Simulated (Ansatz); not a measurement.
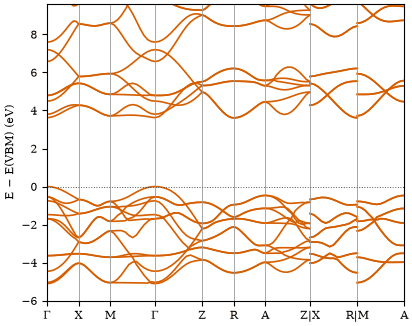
Figure. Band structure from LDA (plane waves, PAW; program Ansatz)

Read off the gap and where the band edges lie.

About 3.6 eV (3.61 eV by a search for the band edges); maximum at Γ, minimum at R.

Pick the material that matches.
A. AlGaN2, P-4m2 (Al on 1c, Ga on 1a, N on 2g)
B. SiGeO3, P4mm (Si on 1b, Ge on 1a, O on 2c, O on 1b)
C. LiTaO3, P4/mbm (Li on 2c, Ta on 2a, O on 2b, O on 4g)
D. ZrO2, rutile

D, ZrO2, rutile

Space group P4_2/mnm (rutile). The workflow started from a Materials Project entry (that database holds measured and hypothetical structures alike); the Crystallography Open Database copy checked does not list it. It is not the phase usual at ambient conditions (space group No. 14). The LDA relaxation kept the symmetry of its start; its stability against distortions is not shown here. The run is not spin-polarised. Scalar-relativistic: spin–orbit coupling is off unless named, which matters more the heavier the elements.

Potentials: the later of the program's two PAW sets.
